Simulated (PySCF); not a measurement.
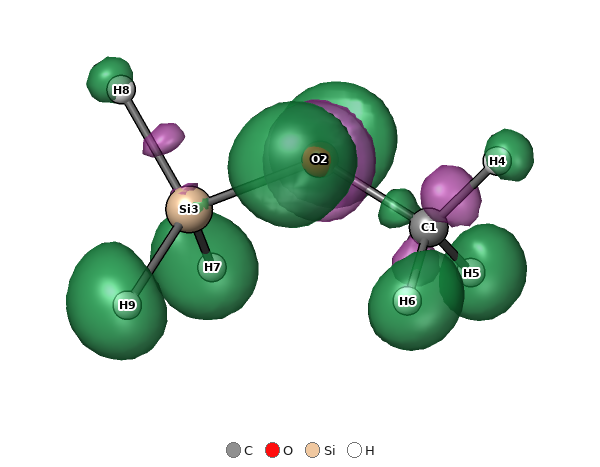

CH₆OSi, SMILES `CO[SiH3]`. Fukui function f⁻ = ρ(N) − ρ(N−1) at fixed geometry, surfaces at ±0.04 e/Å³ (green positive, purple negative).

Computed with PySCF, PBE/def2-TZVP, geometry: GFN2-xTB. No frequency check shows the geometry to be a minimum.

### Which atoms respond most to the removal of an electron?

f⁻ (Hirshfeld-condensed) is largest on O2 (0.22), Si3 (0.17) and H7 and H9 (0.12 each); the vertical ionisation energy is 10.05 eV (the stability of the cation's solution wasn't checked). Condensed values hint at sites of electrophilic attack but needn't mark the atom that reacts. Shares this close don't rank the sites. Orbital relaxation makes it negative in places (0.14 e in all).
